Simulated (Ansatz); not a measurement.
# SF$_{6}$: geometry relaxation

SF$_{6}$, computed with HF/3-21G, RHF (Ansatz 0.2.0).

The geometry comes from this level: PBE0-D4/def2-TZVP. Figures and captions count atoms from 1; the log counts them from 0 in places.

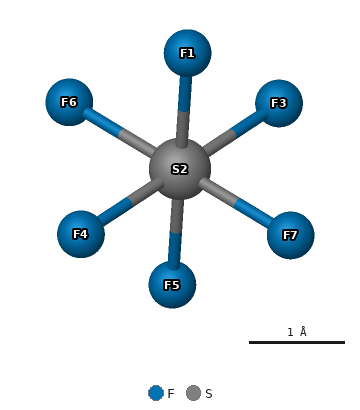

Fig. 1: The starting structure (ball-and-stick view, seen at a tilt; atoms are numbered from 1 in the order of the input). Bond lengths as drawn: F–S 1.57 Å.

Summary

```json
{"quantity": "outcome", "value": "converged"}
{"quantity": "total energy", "value": "−988.692289 hartree"}
{"quantity": "basis functions", "value": "67"}
{"quantity": "largest force", "value": "0.000 eV/Å"}
{"quantity": "SCF solution under orbital rotations", "value": "stable"}
{"quantity": "HOMO", "value": "−18.06 eV"}
{"quantity": "LUMO", "value": "1.11 eV"}
{"quantity": "dipole moment", "value": "0.00 D"}
{"quantity": "hardware", "value": "1 thread of Arm Neoverse V2, 24 GiB of memory available, shared host"}
{"quantity": "wall time", "value": "3.9 s"}
{"quantity": "peak memory", "value": "0.13 GiB"}
```

Input
```yaml
crystal:
  periodic: [false, false, false]
  atoms:
    - {symbol: F, position_ang: [-0.566040, -1.308390, 0.646140]}
    - {symbol: S, position_ang: [-0.000000, 0.000000, -0.000000]}
    - {symbol: F, position_ang: [1.164640, 0.012530, 1.045590]}
    - {symbol: F, position_ang: [-1.164600, -0.012550, -1.045640]}
    - {symbol: F, position_ang: [0.565990, 1.308430, -0.646120]}
    - {symbol: F, position_ang: [-0.879260, 0.858880, 0.969040]}
    - {symbol: F, position_ang: [0.879260, -0.858900, -0.969010]}
basis:
  gaussian:
    orbitals: 3-21G.json
hamiltonian:
  xc: hf
relax:
  f_tol: 0.002
output: {orbitals: {seedname: orbitals}}
```

Launched with:
```bash
ansatz run input.yaml --threads 1 --pin off --max-ram 3480MiB --events-out events.jsonl --progress --plain --runs-dir runs
```

The program's output
```
The last accepted step is kept in runs//last_step.txt (removed where the run ends without a failure and the disk answers)
Functional definition: HF
  name "HF"
  exchange = exact_x
  correlation = 0
743 factors; integrals over basis functions are off by at most 1.8e-5 eV
mean field evaluation 1: about -26894.8021 eV, gradient 5.8e1 eV
mean field evaluation 2: about -26895.2873 eV, gradient 5.9e1 eV
mean field evaluation 4: about -26903.2982 eV, gradient 3.2e0 eV
mean field evaluation 8: about -26903.3478 eV, gradient 7.0e-2 eV
mean field -26903.34785723 eV, -988.6797980092 hartree, gradient 3.6e-5 eV, S^2 0.000000; 0 other end points of the search recorded, 0 dependent functions left out
the calculation of the forces begins
reference -26903.34785723 eV, -988.6797980092 hartree; 35, 35 occupied and 32, 32 virtual orbitals, 743 factors
relax step   1: F+E_penalty+E_count = -26903.34785723 eV  Δ(F+E_penalty+E_count) = +0.000e0 eV  max|allowed force component| = 2.135e0 eV/Å  Δτ_max = 0.0000 Å  (33 SCF iters, accepted)
these checks for a lower state are left out or cut short: starts, cluster_reference, orbital_swaps, neighbouring_geometries, increment
743 factors; integrals over basis functions are off by at most 1.8e-5 eV
mean field evaluation 16: about -26903.6072 eV, gradient 5.8e-3 eV
mean field -26903.60721399 eV, -988.6893291941 hartree, gradient 1.4e-5 eV, S^2 0.000000; 0 other end points of the search recorded, 0 dependent functions left out
the calculation of the forces begins
reference -26903.60721399 eV, -988.6893291941 hartree; 35, 35 occupied and 32, 32 virtual orbitals, 743 factors
relax step   2: F+E_penalty+E_count = -26903.60721399 eV  Δ(F+E_penalty+E_count) = -2.594e-1 eV  max|allowed force component| = 9.864e-1 eV/Å  Δτ_max = 0.0234 Å  (33 SCF iters, accepted)
these checks for a lower state are left out or cut short: starts, cluster_reference, orbital_swaps, neighbouring_geometries, increment
743 factors; integrals over basis functions are off by at most 1.8e-5 eV
mean field -26903.68699272 eV, -988.6922610086 hartree, gradient 1.4e-5 eV, S^2 0.000000; 0 other end points of the search recorded, 0 dependent functions left out
the calculation of the forces begins
reference -26903.68699272 eV, -988.6922610086 hartree; 35, 35 occupied and 32, 32 virtual orbitals, 743 factors
relax step   3: F+E_penalty+E_count = -26903.68699272 eV  Δ(F+E_penalty+E_count) = -7.978e-2 eV  max|allowed force component| = 9.160e-2 eV/Å  Δτ_max = 0.0210 Å  (34 SCF iters, accepted)
these checks for a lower state are left out or cut short: starts, cluster_reference, orbital_swaps, neighbouring_geometries, increment
743 factors; integrals over basis functions are off by at most 1.8e-5 eV
mean field evaluation 32: about -26902.9896 eV, gradient 5.2e-3 eV
mean field -26903.68775509 eV, -988.6922890250 hartree, gradient 1.5e-5 eV, S^2 0.000000; 0 other end points of the search recorded, 0 dependent functions left out
the calculation of the forces begins
reference -26903.68775509 eV, -988.6922890250 hartree; 35, 35 occupied and 32, 32 virtual orbitals, 743 factors
relax step   4: F+E_penalty+E_count = -26903.68775509 eV  Δ(F+E_penalty+E_count) = -7.624e-4 eV  max|allowed force component| = 4.140e-4 eV/Å  Δτ_max = 0.0023 Å  (33 SCF iters, accepted)
```

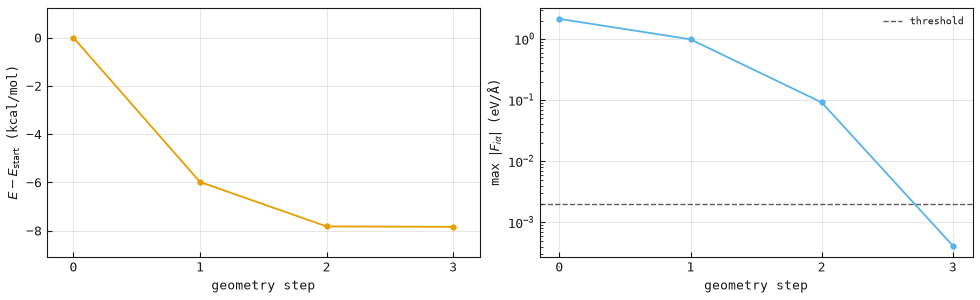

Fig. 2: Progress of the relaxation, step by step (the first geometry is step 0 here and step 1 in the log).

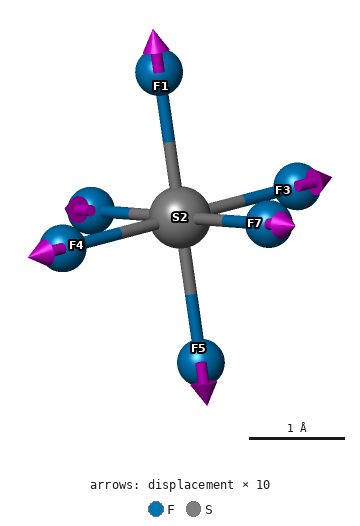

Fig. 3: The starting structure with the displacements as pink arrows, magnified 10 times (ball-and-stick view, seen at a tilt). The two geometries are laid on each other by the best rigid fit. The largest moves after the best rigid fit, 0.047 Å, are those of F1, F3, F4, F5, F6 and F7. S stays in place. Distances before and after: F1–S2 1.565 → 1.612 Å. Over 3 geometry steps the energy falls by 7.84 kcal/mol. The largest force component goes from 2.1 to 0.00041 eV/Å. (Atoms are counted from 1 in the order of the input.)

```
743 factors; integrals over basis functions are off by at most 1.8e-5 eV
mean field -26903.68775509 eV, -988.6922890250 hartree, gradient 1.5e-5 eV, S^2 0.000000; 1 other end points of the search recorded, 0 dependent functions left out
the calculation of the forces begins
reference -26903.68775509 eV, -988.6922890250 hartree; 35, 35 occupied and 32, 32 virtual orbitals, 743 factors
Total energy: -26903.68775509 eV, -988.6922890250 hartree
Atom 0 at    -0.582927    -1.347481     0.665423 Å, force     0.000205     0.000363    -0.000213 eV/Å
Atom 1 at    -0.000001     0.000000    -0.000000 Å, force    -0.000010     0.000003    -0.000002 eV/Å
Atom 2 at     1.199399     0.012918     1.076831 Å, force    -0.000373     0.000009    -0.000272 eV/Å
Atom 3 at    -1.199391    -0.012917    -1.076844 Å, force     0.000314     0.000019     0.000344 eV/Å
Atom 4 at     0.582909     1.347489    -0.665421 Å, force    -0.000130    -0.000414     0.000168 eV/Å
Atom 5 at    -0.905513     0.884536     0.997968 Å, force     0.000256    -0.000245    -0.000299 eV/Å
Atom 6 at     0.905514    -0.884546    -0.997956 Å, force    -0.000262     0.000265     0.000274 eV/Å
Dipole moment:    -0.000000     0.000001    -0.000002 e Å
```

Trajectory as extended XYZ (Å, eV, eV/Å), 4 frames, from step=1 to step=4
```
7
Properties=species:S:1:pos:R:3:forces:R:3 step=1 energy=-26903.34786
F    -0.5660   -1.3084    0.6461   -0.9234  -2.1350   1.0541
S     0.0000    0.0000    0.0000   -0.0003   0.0004  -0.0001
F     1.1646    0.0125    1.0456    1.8998   0.0206   1.7060
F    -1.1646   -0.0126   -1.0456   -1.9000  -0.0204  -1.7056
F     0.5660    1.3084   -0.6461    0.9235   2.1344  -1.0541
F    -0.8793    0.8589    0.9690   -1.4343   1.4012   1.5807
F     0.8793   -0.8589   -0.9690    1.4345  -1.4013  -1.5811
7
Properties=species:S:1:pos:R:3:forces:R:3 step=2 energy=-26903.60721
F    -0.5745   -1.3279    0.6558   -0.4265  -0.9864   0.4870
S     0.0000    0.0000    0.0000   -0.0001   0.0002   0.0000
F     1.1820    0.0127    1.0612    0.8777   0.0096   0.7882
F    -1.1820   -0.0127   -1.0612   -0.8778  -0.0094  -0.7879
F     0.5744    1.3280   -0.6558    0.4267   0.9861  -0.4870
F    -0.8924    0.8717    0.9835   -0.6626   0.6474   0.7303
F     0.8924   -0.8717   -0.9835    0.6628  -0.6474  -0.7305
7
Properties=species:S:1:pos:R:3:forces:R:3 step=3 energy=-26903.68699
F    -0.5821   -1.3455    0.6645   -0.0395  -0.0916   0.0452
S     0.0000    0.0000    0.0000    0.0000   0.0000   0.0000
F     1.1977    0.0129    1.0753    0.0814   0.0009   0.0732
F    -1.1976   -0.0129   -1.0753   -0.0815  -0.0008  -0.0731
F     0.5821    1.3455   -0.6645    0.0397   0.0915  -0.0452
F    -0.9042    0.8833    0.9965   -0.0615   0.0601   0.0678
F     0.9042   -0.8833   -0.9965    0.0615  -0.0601  -0.0678
7
Properties=species:S:1:pos:R:3:forces:R:3 step=4 energy=-26903.68775
F    -0.5829   -1.3475    0.6654    0.0002   0.0004  -0.0002
S     0.0000    0.0000    0.0000    0.0000   0.0000   0.0000
F     1.1994    0.0129    1.0768   -0.0004   0.0000  -0.0003
F    -1.1994   -0.0129   -1.0768    0.0003   0.0000   0.0003
F     0.5829    1.3475   -0.6654   -0.0001  -0.0004   0.0002
F    -0.9055    0.8845    0.9980    0.0003  -0.0002  -0.0003
F     0.9055   -0.8845   -0.9980   -0.0003   0.0003   0.0003
```

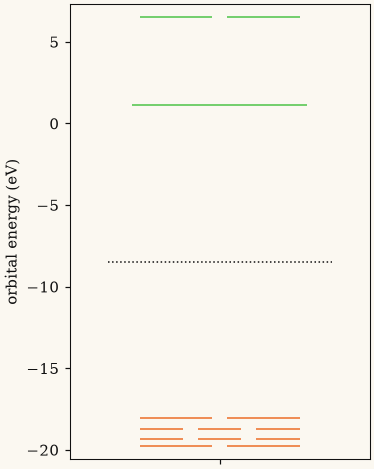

Fig. 4: Orbital energies near the frontier; the dotted line parts filled from empty levels, and levels within 0.02 eV of each other stand side by side. Highest filled −18.06 eV, lowest empty 1.11 eV, 19.17 eV apart.

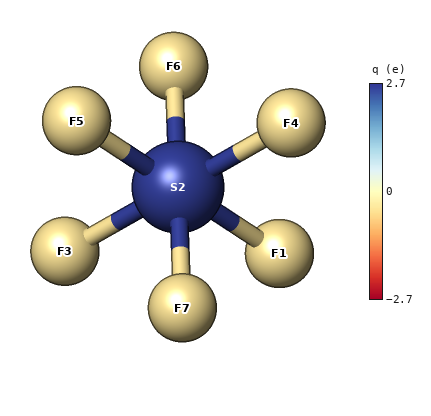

Fig. 5: Mulliken charges, as the colour of each atom (ball-and-stick view, seen at a tilt; atoms are numbered from 1 in the order of the input). By element: F −0.43 and S +2.60 e.
